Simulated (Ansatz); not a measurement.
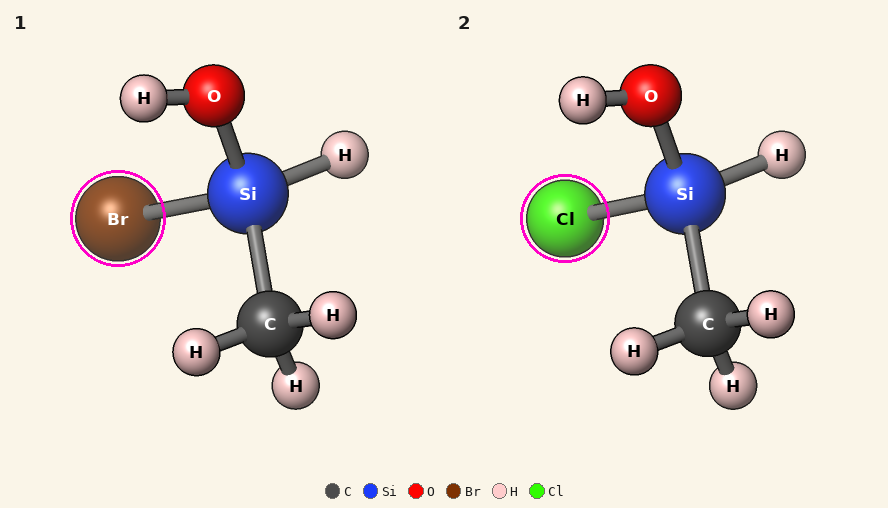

2 molecules with one skeleton, seen from the same side and at one scale; the atom that differs is circled. Each species is neutral and a spin singlet. Computed geometries: PBE0-D4/def2-TZVP optimisations, one conformation each. Properties computed with Ansatz 0.2.0.

One atom differs, called X below: Br in panel 1, Cl in panel 2. Their formulas are CH5BrOSi (`C[Si@H](O)Br`), CH5ClOSi (`C[Si@H](O)Cl`).

In which is the HOMO energy (Kohn–Sham orbital) higher (PBE0-D4/def2-TZVPP)?

In panel 1 (X = Br).

In which is the length of X–Si larger (PBE0-D4/def2-TZVP)?

In panel 1 (X = Br).

Give the values. With PBE0-D4/def2-TZVP: length of X–Si (Å), angle O–Si–X (°). With PBE0-D4/def2-TZVPP: HOMO energy (Kohn–Sham orbital) (eV), HOMO–LUMO gap (eV). With PBE-D4/def2-TZVPP: dipole moment (D).

| quantity | 1 (Br) | 2 (Cl) | 2 − 1 |
| --- | --- | --- | --- |
| length of X–Si (Å) | 2.235 | 2.066 | −0.169 |
| angle O–Si–X (°) | 109.6 | 109.8 | +0.2 |
| HOMO energy (Kohn–Sham orbital) (eV) | −8.23 | −8.62 | −0.39 |
| HOMO–LUMO gap (eV) | 8.75 | 9.22 | +0.47 |
| dipole moment (D) | 1.97 | 1.95 | −0.02 |
